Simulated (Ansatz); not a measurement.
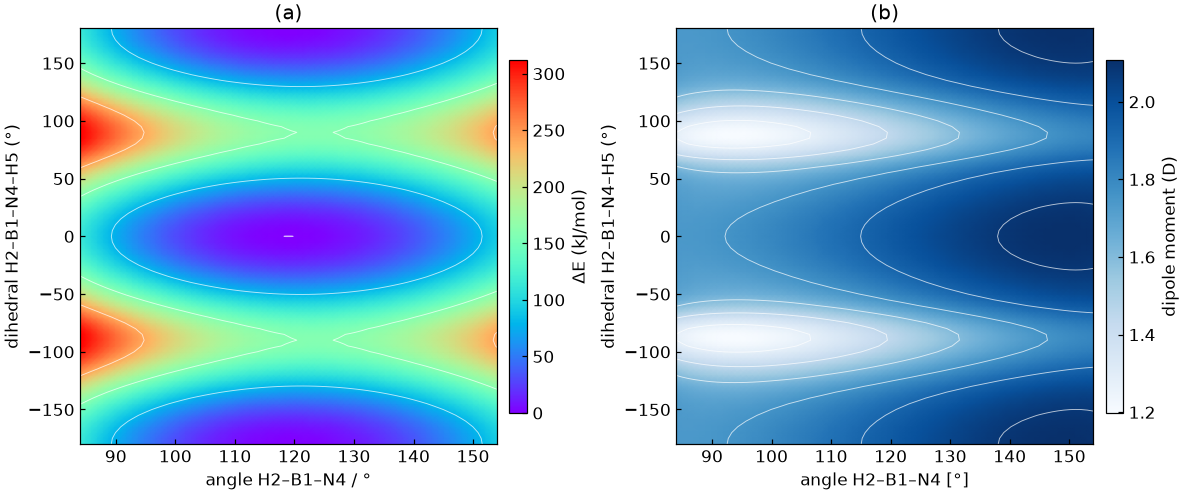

BH2(NH2) (BH4N). The first coordinate is: angle H2–B1–N4; the second: dihedral H2–B1–N4–H5. Nothing is relaxed (all other coordinates rigid). The scan uses a 15 × 15 grid; 120 points were computed and 105 follow by symmetry. Points are written as (first, second). Energies are in kJ/mol, from the lowest grid point. All numbers below come from RKS r2SCAN0-D4/def2-TZVP in Ansatz 0.2.0.

Panel (a) is the energy and panel (b) the computed dipole moment on the same grid.

Drawn: a smooth colour map with a few white contour lines. Between grid points the surface is interpolated.

**How does the dipole moment vary over the map, and what is it at the lowest grid point?**

Leaving out the highest fifth of the energies, it runs from 1.37 D at (114°, −84°) to 2.11 D at (149°, −180°). At the lowest grid point, (119°, −180°), it is 1.95 D.
